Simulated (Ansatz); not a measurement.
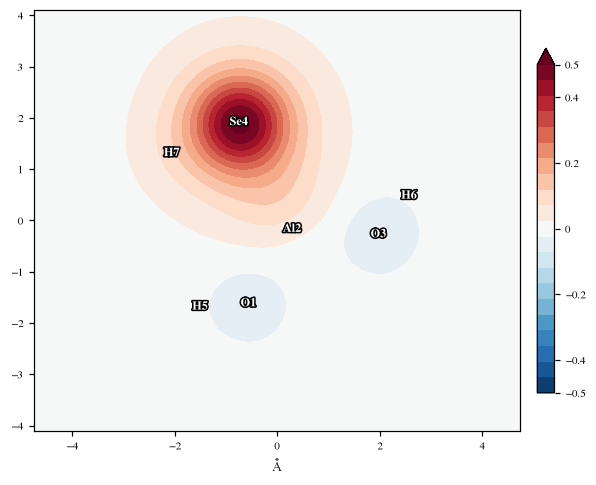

*AlH$_{3}$O$_{2}$Se. One frontier orbital on a plane 0.8 Å above the molecular plane (values in Å⁻³ᐟ²; the overall sign is arbitrary).*

Geometry: PBE0-D4/def2-TZVP.

These are results of Ansatz 0.2.0, RKS PBE0-D4/def2-TZVPP, not measurements.

```xyz
7

O    -1.1891    1.0891    0.5143
Al    0.1257    0.0563    0.3057
O     1.1942   -0.0876    1.5997
Se    0.5100   -1.1442   -1.6404
H    -1.8586    1.2497   -0.1466
H     1.9727   -0.6401    1.5965
H    -0.6938   -0.5911   -2.2747
```

**Which orbital is it: HOMO or LUMO?**

The HOMO, at −7.39 eV. By Hirshfeld shares it lies mainly on Se4 (about 85 %); it changes sign across the molecular plane (π type).
